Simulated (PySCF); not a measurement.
# C4H8BN2O (SMILES CC(=O)N1BN[CH]C1) (doublet): what the fields show

```csv
atom,x (Å),y (Å),z (Å)
C,2.3996,0.2882,0.5897
C,1.3487,-0.3181,-0.3107
O,1.6198,-0.9665,-1.3050
N,0.0543,-0.0918,0.0618
B,-0.5317,0.6233,1.1608
N,-1.9277,0.4963,0.9983
C,-2.2450,-0.2338,-0.1090
C,-0.9955,-0.6595,-0.7781
H,2.3018,-0.1078,1.5971
H,3.3822,0.0457,0.1948
H,2.2795,1.3677,0.6298
H,0.0023,1.1951,2.0176
H,-2.6690,0.8651,1.5725
H,-3.2454,-0.4557,-0.4140
H,-0.8996,-0.2860,-1.8094
H,-0.8819,-1.7532,-0.8402
```

Geometry: GFN2-xTB.

Theory: UKS B3LYP, pcH-1 on B C H N O, non-relativistic, mean-field spin-orbit, GIAO (PySCF).

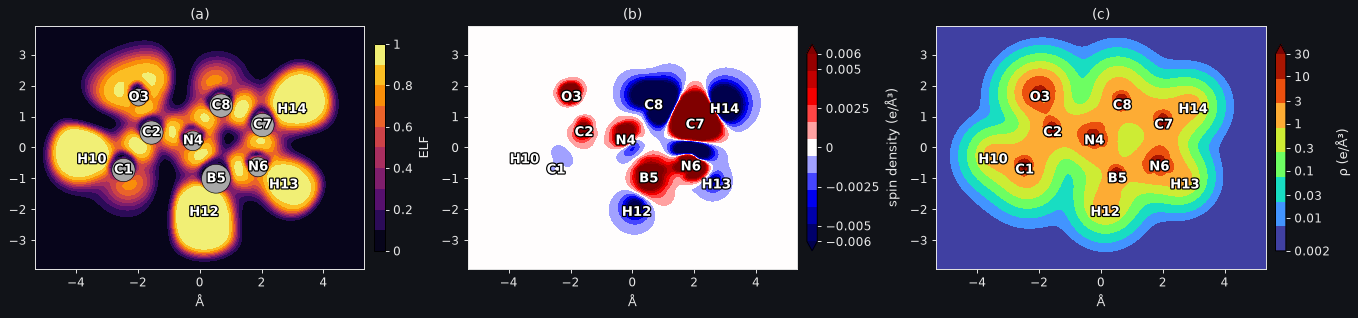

Figure 1. (a) electron localisation function; (b) spin density; (c) total electron density on the plane of atoms C2, N4 and B5. Grey discs cover the atomic cores in the ELF map.

Q: What does the map show?

A: The section cuts through C, O, N, B and H sites.
C–O (1.22 Å): the density is about 2.7 e/Å³ at the midpoint; the ELF peaks at about 0.85 between the atoms: a multiple bond.
C–N (1.36 Å): ρ is about 2.7 e/Å³ halfway; the ELF peaks at about 0.90 between the atoms: a covalent bond.
B–N (1.41 Å): ρ at the midpoint is about 1.6 e/Å³; the ELF peaks at about 0.95 between the atoms: a short, strongly polar bond.
C–C (1.48 Å): the density is about 1.7 e/Å³ at the midpoint; the ELF peaks at about 0.95 between the atoms: a shared electron pair.
N–H (1.01 Å): ρ at the midpoint is about 2.2 e/Å³; the ELF climbs to about 1 towards the hydrogen, as it does in any bond to H; a covalent bond by its length.
The ELF also peaks beside O3, away from the bonds: non-bonding electrons, paired or unpaired.
The unpaired spin (1 electron) lies mostly on C7 (about 0.6), N6 (about 0.1) and B5 (about 0.1), in electrons by Hirshfeld's partition.

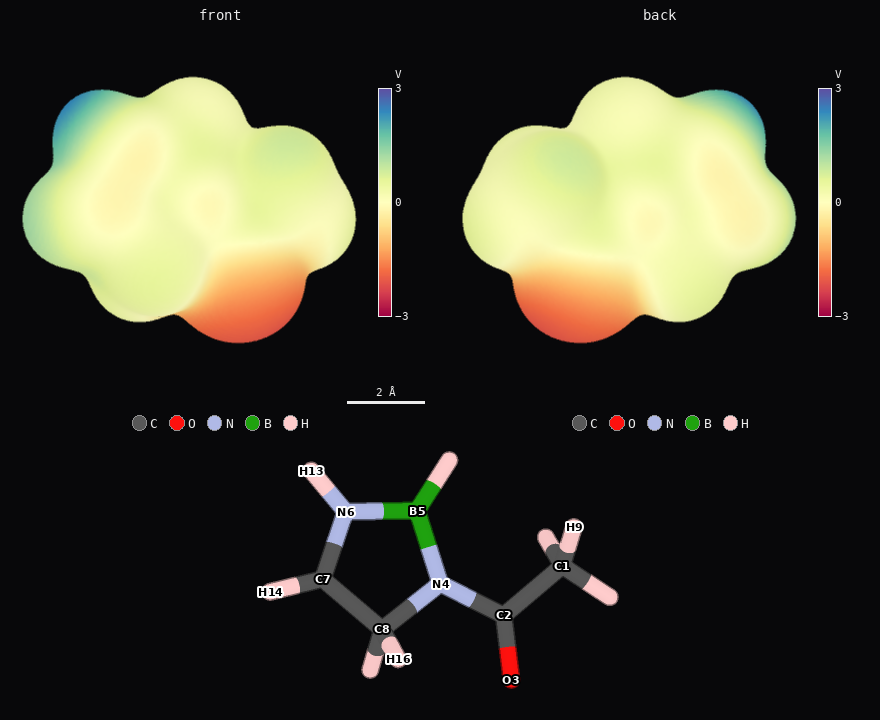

Figure 2. The molecular electrostatic potential painted on the density surface at 0.002 e/bohr³, seen from the front and from behind; the colour scale runs from red (negative) to blue (positive). The bare structure is drawn below in the same view.

Q: Where is the surface potential most negative and most positive?

A: The most negative region (about −2.1 V) lies over O3, the most positive (about +2.3 V) over H13. O3 is the likeliest acceptor of a hydrogen bond.
